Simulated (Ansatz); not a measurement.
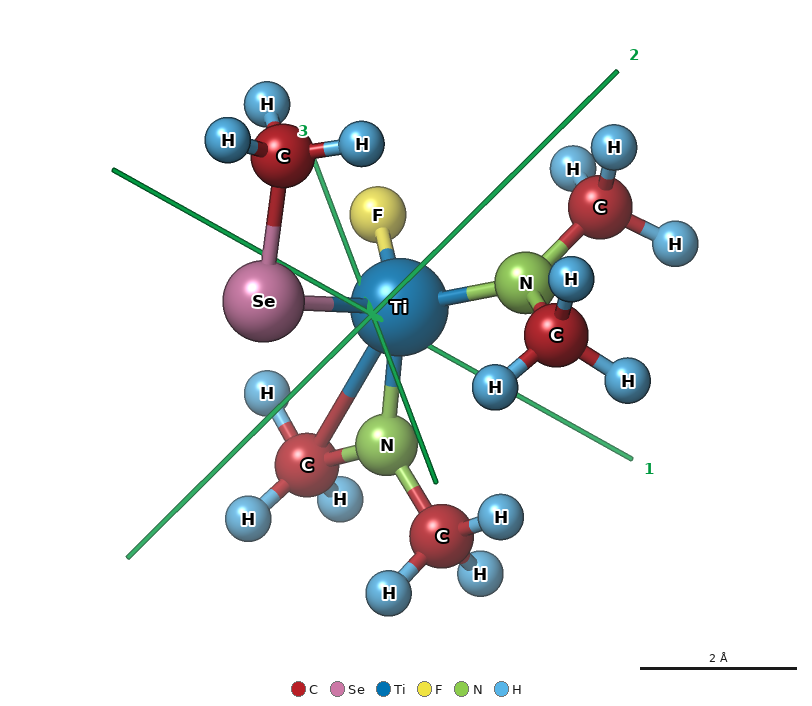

The three principal axes of inertia are drawn and numbered. Distant atoms are faded towards the background colour. The species is neutral and a spin singlet. Computed geometry: PBE0-D4/def2-TZVP optimisation. No frequency run is at hand to confirm it as a minimum. Masses are those of the most abundant isotopes; constants are for the rigid equilibrium geometry.

> Which line is the a axis (least moment of inertia), which b and which c?

a is line 1, b is line 2, c is line 3; the moments are 650, 790, 1003 u Å².

> Classify the rotor and give the rotational constants (MHz).

An asymmetric top (C1): A = 778, B = 640, C = 504 MHz. Ray's parameter κ is −0.01, midway between the limits.
